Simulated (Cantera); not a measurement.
Input: 1 mol LiOH, 0.017 mol O2, equilibrated at 10.0 Torr.

Method: chemical equilibrium by Gibbs-energy minimisation in Cantera with the NASA 1993 tables (ideal gas, pure condensed phases). Candidate condensed phases: H2O, Li, LiH, LiOH, Li2O; 17 gas species. Rates play no part.

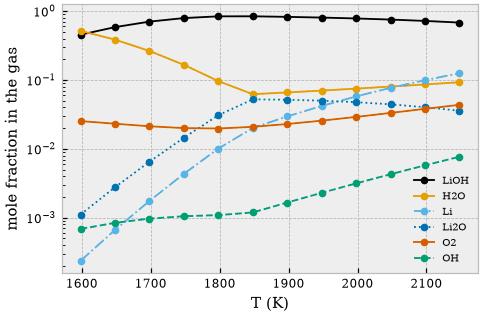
Figure: Equilibrium gas composition (values under 1e-9 drawn at 1e-9)

From 1598 K to 1798 K the condensed part is Li2O(s). From 1848 K to 2148 K nothing is condensed. The main Li-bearing gas is LiOH throughout.
